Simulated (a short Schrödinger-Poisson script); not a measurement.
Structure: MOS inversion layer, Si3N4 on p-type Si(100), at 300 K.

```tsv
layer	material	thickness (nm)	Na (cm⁻³)
1	Si3N4	1.6	-
2	Si	270	2.5e18
```

Constants are typed, rounded textbook-type inputs, not results; the design itself was drawn at random and stands for no fabricated device. Si3N4: permittivity 7.5, conduction-band edge (eV) 1.95, gap (eV) 5.1, electron mass (mₑ) 0.5. Si: permittivity 11.7, conduction-band edge (eV) 0, gap (eV) 1.124, Nv at 300 K (cm⁻³) 3.1e19.

Channel valleys (confinement mass, in-plane density-of-states mass, number): Δ2 0.916, 0.19, 2; Δ4 0.19, 0.417, 4. At the gate the conduction-band edge of layer 1 lies 2.31 eV − eVg above the Fermi level of the channel; the field vanishes at the back. Gaps are held at their typed values at every temperature. Mesh 0.03 nm at interfaces.

From a short Schrödinger-Poisson script (our own, NumPy): 1D Poisson equation in equilibrium, electrons quantum, Hartree (BenDaniel-Duke, 12 states a valley, the channel's in-plane mass for all, wave functions free to enter the dielectric), parabolic valleys, classical holes, full ionisation, no traps, pinning or gate leakage.

Only gate voltages with over 1e8 electrons/cm² are shown.

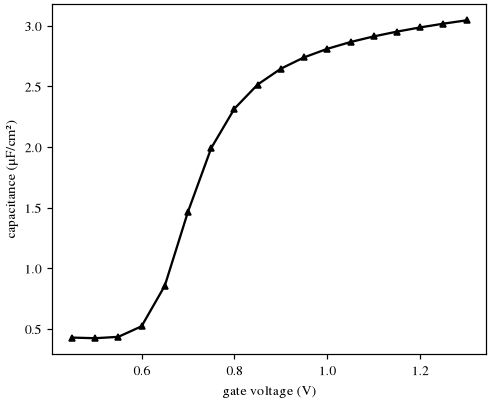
Fig. 1. Quasi-static capacitance against gate voltage

```tsv
Vg (V)	electrons (cm⁻²)	C (μF/cm²)	Δ2 E0 (meV)	Δ2 E1 (meV)	Δ4 E0 (meV)	Δ4 E1 (meV)
0.45	2.05e8	0.428	262.8	371.8	333.6	511.7
0.5	1.05e9	0.423	220.3	331.2	292.1	473.8
0.55	5.41e9	0.434	177.7	290.6	250.5	435.7
0.6	2.71e10	0.521	135.8	250.5	209.6	398.1
0.65	1.21e11	0.856	96.8	213.5	171.5	363.2
0.7	3.94e11	1.47	65.4	184.2	141.3	335.7
0.75	8.84e11	1.99	43.3	164.3	120.3	317.2
0.8	1.53e12	2.32	27.5	150.9	105.8	304.8
0.85	2.26e12	2.52	15.6	141.3	95.1	296.1
0.9	3.05e12	2.65	5.8	134.0	86.7	289.6
0.95	3.88e12	2.74	-2.4	128.2	79.7	284.5
1	4.74e12	2.81	-9.7	123.4	73.6	280.3
1.05	5.62e12	2.87	-16.3	119.4	68.3	276.8
1.1	6.52e12	2.91	-22.3	115.9	63.5	273.8
1.15	7.43e12	2.95	-27.9	112.8	59.1	271.2
1.2	8.35e12	2.99	-33.2	110.1	55.1	269.0
1.25	9.29e12	3.02	-38.1	107.6	51.3	267.0
1.3	1.02e13	3.05	-42.9	105.5	47.7	265.3
```

Subbands count from the Fermi level.
